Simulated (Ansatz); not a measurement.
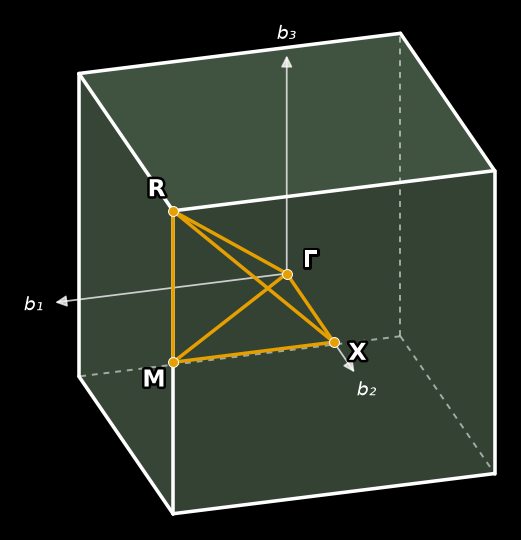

For Be₄S, the geometry relaxed with DFT PBE, scalar-relativistic, plane waves, PAW in Ansatz 0.2.0; the starting structure was generated, so it need not be a known form of this composition: the first Brillouin zone and its special points. All values are computed from the atomic coordinates in the standard setting (tolerance 0.002 Å).

Space group No. 215, P-43m; a = 3.865 Å, b = 3.865 Å, c = 3.865 Å, α = 90.00°, β = 90.00°, γ = 90.00°.

Labels and path follow the convention of Hinuma et al. (2017), as computed by seekpath; the arrows show the directions of the reciprocal primitive vectors b₁, b₂, b₃, in which coordinates are given; lengths include the factor 2π.

List the special points with their coordinates and distances from Γ.

```json
{"point": "Γ", "k₁": "0", "k₂": "0", "k₃": "0", "length of k (1/Å)": "0.000"}
{"point": "R", "k₁": "1/2", "k₂": "1/2", "k₃": "1/2", "length of k (1/Å)": "1.408"}
{"point": "M", "k₁": "1/2", "k₂": "1/2", "k₃": "0", "length of k (1/Å)": "1.149"}
{"point": "X", "k₁": "0", "k₂": "1/2", "k₃": "0", "length of k (1/Å)": "0.813"}
```

What is the zone's volume?

(2π)³ over the primitive cell's volume of 57.75 Å³: 4.3 Å⁻³.
